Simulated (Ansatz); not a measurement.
CH₄FOY (SMILES [CH3][Y]([OH])[F])

```xyz
8

C    -0.4069   -0.0257   -1.4007
Y     0.8311   -0.1048    0.6125
O    -0.0732    0.7463    2.1931
F     2.1327   -1.6211    0.7763
H    -1.3226   -0.6292   -1.3238
H    -0.7446    0.9854   -1.6657
H     0.1393   -0.4164   -2.2692
H    -0.4636    1.0083    3.0218
```

Geometry: PBE0-D4/def2-TZVP; core potentials replace the inner electrons of Y.

The calculation used RKS PBE0-D4/def2-TZVPP (Ansatz 0.2.0).

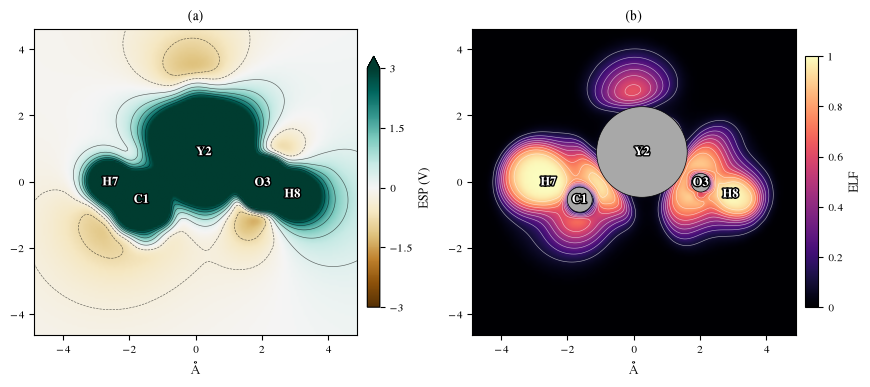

Figure 1. (a) molecular electrostatic potential; (b) electron localisation function on the plane of atoms Y2, C1 and H7. Grey discs cover the atomic cores in the ELF map.

Question: What does the map show?

Answer:
- The plane passes through C, Y, O and H nuclei.
- Y–O (2.01 Å): the ELF peaks at about 0.80 in the valence shell of O, 0.5 Å from its nucleus, and drops to about 0.15 between the two atoms: an ionic contact with no shared pair.
- C–Y (2.36 Å): the ELF peaks at about 0.95 in the valence shell of C, 0.7 Å from its nucleus, and is about 0.40 at the midpoint.
- O–H (0.95 Å): the ELF climbs to about 1 towards the hydrogen, as it does in any bond to H (a covalent bond by its length).
- C–H (1.10 Å): the ELF climbs to about 1 towards the hydrogen (an ordinary covalent bond to hydrogen).
- Outside the dense part of the molecule the potential is most negative (−1.4 V) near O3.

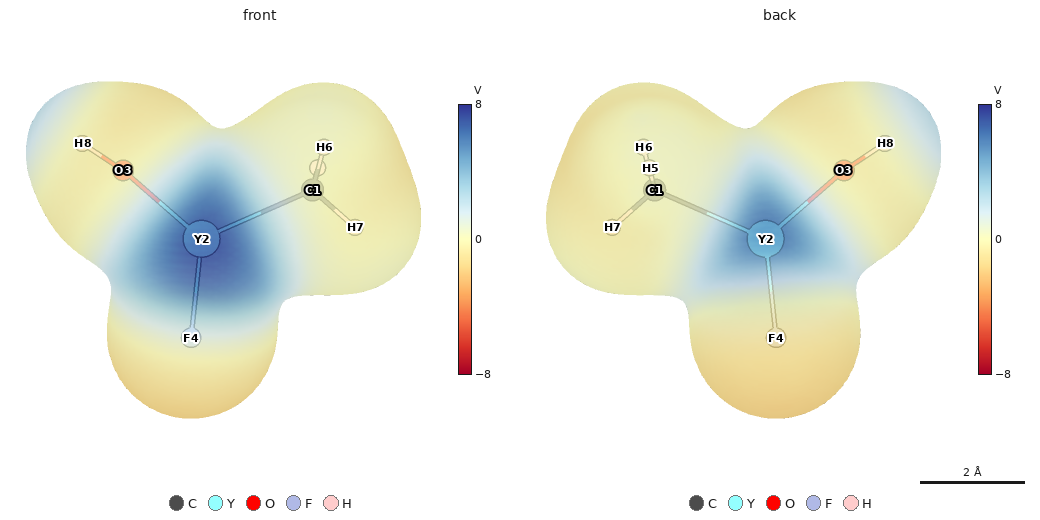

Figure 2. The molecular electrostatic potential painted on the density surface at 0.002 e/bohr³, seen from the front and from behind; red is negative and blue positive.

Question: Describe the electrostatic potential map.

Answer: The most negative region (about −1.8 V, or −42 kcal/mol for a unit charge) lies over F4, the most positive (about +7.3 V, or +168 kcal/mol for a unit charge) over Y2.

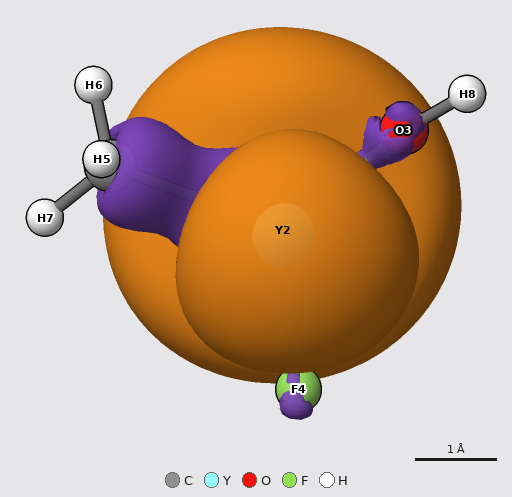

Figure 3. The LUMO at ±0.06 Å⁻³ᐟ² (orange and purple are the two phases), seen at an oblique angle.

Question: Describe this orbital and give its energy.

Answer: By Hirshfeld shares it lies mainly on Y2 (about 90 %). Its energy is −1.81 eV.

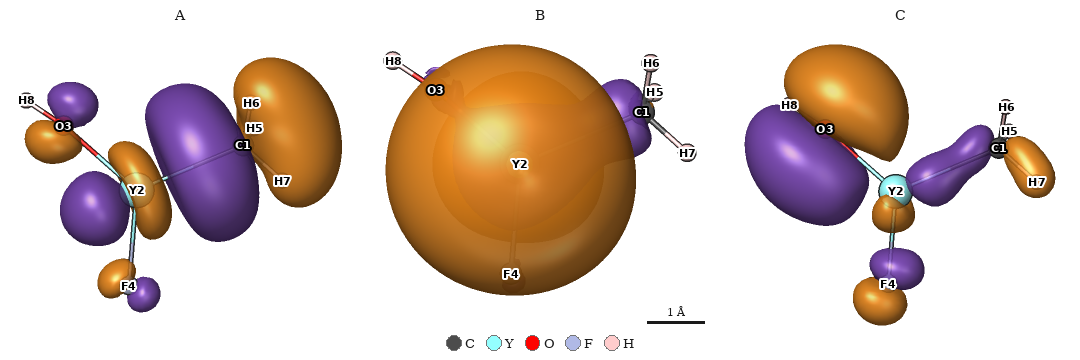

Figure 4. Three frontier orbitals at ±0.06 Å⁻³ᐟ² (orange and purple are the two phases), in no order.

Question: Order the three orbitals by energy and name them.

Answer: C is the HOMO−1 (−8.78 eV). Its weight (Hirshfeld) is mainly on O3 (about 80 %); largely a lone pair of O3. A is the HOMO (−6.58 eV). Its weight (Hirshfeld) is mainly on C1 (about 55 %) and Y2 (about 25 %). B is the LUMO (−1.81 eV). By Hirshfeld shares it lies mainly on Y2 (about 90 %).

Question: What is the HOMO–LUMO gap?

Answer: 4.77 eV between the orbital energies.
